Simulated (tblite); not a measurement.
## C4H9B2BrSi: frequency calculation

C4H9B2BrSi, computed with GFN2-xTB harmonic vibrations, gas phase (tblite 0.8.0).

It belongs to a series of runs on one base structure; here: H on Si replaced by C2H5.

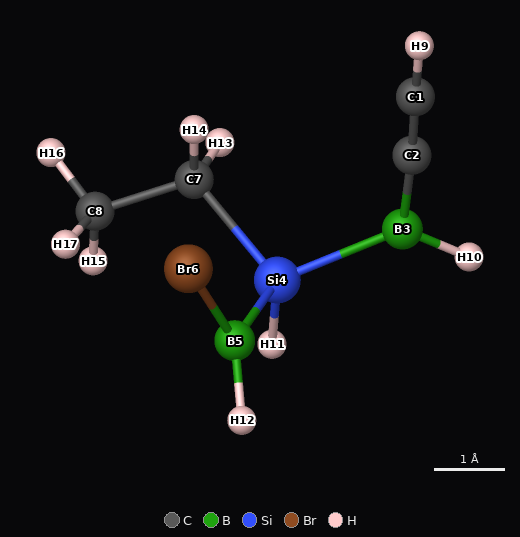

**Figure 1.** The structure as given in the input (ball-and-stick view, seen at a tilt; atoms are numbered from 1 in the order of the input).

## Key numbers

```csv
quantity,value
outcome,converged
total energy,−580.8558 eV
zero-point energy,73.5350 kcal/mol
hardware,"1 CPU thread, shared host"
wall time,0.66 s
peak memory,0.18 GiB
```

## The input
```
{"job": {"kind": "ir", "xc": "GFN2-xTB", "basis": "xTB"}, "charge": 0, "multiplicity": 1}
C      3.465219     0.082393     0.016720
C      2.528128    -0.337152    -0.622213
B      1.329802    -0.857149    -1.338974
Si    -0.416133    -0.724417    -0.427422
B     -0.328914    -1.822915     1.212565
Br     0.530542    -1.158925     2.734780
C     -0.731623     1.114828     0.058783
C     -2.055324     1.329752     0.781791
H      4.288161     0.443347     0.563750
H      1.466274    -1.373241    -2.381515
H     -1.576363    -1.106050    -1.273301
H     -0.706200    -2.932910     1.293168
H     -0.711755     1.739503    -0.835384
H      0.084924     1.460209     0.696539
H     -2.887890     0.998397     0.164593
H     -2.203518     2.383144     1.015901
H     -2.082327     0.773216     1.716868
```

The first line tells a small driver script what to run in tblite; the rest is the geometry in Å.

Run as:
```bash
OMP_NUM_THREADS=1 python <driver script> task.json out
```

## What the program printed
```
mode    cm-1     km/mol
  1      21.8      0.46
  2      34.9      2.26
  3      49.7      0.11
  4      81.9      0.74
  5      85.8      1.15
  6      99.1      2.10
  7     142.9      0.86
  8     211.1      1.40
  9     260.6      3.71
 10     261.7      2.65
 11     283.9      3.61
 12     380.3      8.17
 13     532.1     24.43
 14     545.3     14.42
 15     583.3     11.24
 16     609.9     53.51
 17     631.7     27.89
 18     639.4     29.25
 19     668.6     14.44
 20     691.1     27.22
 21     708.0     17.52
 22     743.8     88.70
 23     758.2     21.60
 24     914.0     18.43
 25     978.9     17.21
 26    1016.9      9.17
 27    1048.4    131.46
 28    1074.2     17.87
 29    1080.3     16.74
 30    1243.2      2.74
 31    1278.8      2.21
 32    1420.1      3.13
 33    1482.3      1.55
 34    1507.0      0.09
 35    1513.6      2.49
 36    2090.9    465.62
 37    2162.8     19.22
 38    2607.5     92.53
 39    2633.1    125.54
 40    2962.5     45.99
 41    2978.9     16.62
 42    3008.7     47.28
 43    3020.3     50.26
 44    3029.1     20.72
 45    3361.6      0.86
```

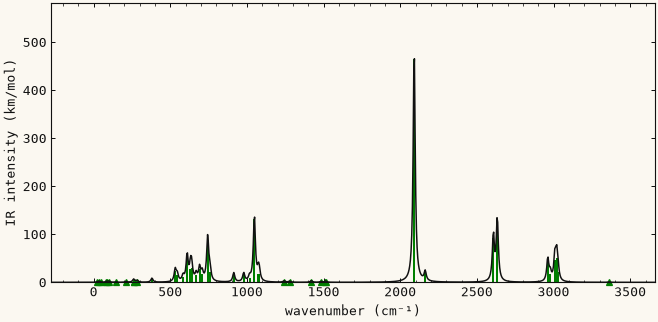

**Figure 2.** Harmonic infrared spectrum, unscaled: sticks (degenerate modes added up, dark ones marked on the axis) with a Lorentzian envelope of 16 cm⁻¹ full width, scaled to the tallest stick. 45 modes from 22 to 3362 cm⁻¹, none imaginary. The strongest line is at 2091 cm⁻¹ (466 km/mol).
